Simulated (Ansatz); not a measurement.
**Ge (diamond structure), cut as [110] wire, round, centred on bond, 1.09 nm across**

Level of theory: PBE (plane waves to 420 eV, PAW; Ansatz, an electronic-structure program).

k-points: Γ-centred 1×1×7 mesh; occupations: Fermi-Dirac, 0.020 eV; spin polarisation not allowed. No spin-orbit coupling.

 The relaxation kept the symmetry of its start, so a lower minimum of less symmetry isn't excluded. The period along the axis is held at the bulk value.

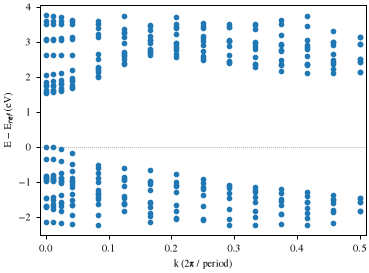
*Levels along the axis at 15 k-points, drawn as points, zero at the top of the valence band*

Electronic character: not metallic; Kohn-Sham band gap: 1.54 eV. Only levels within the plotted window are shown.
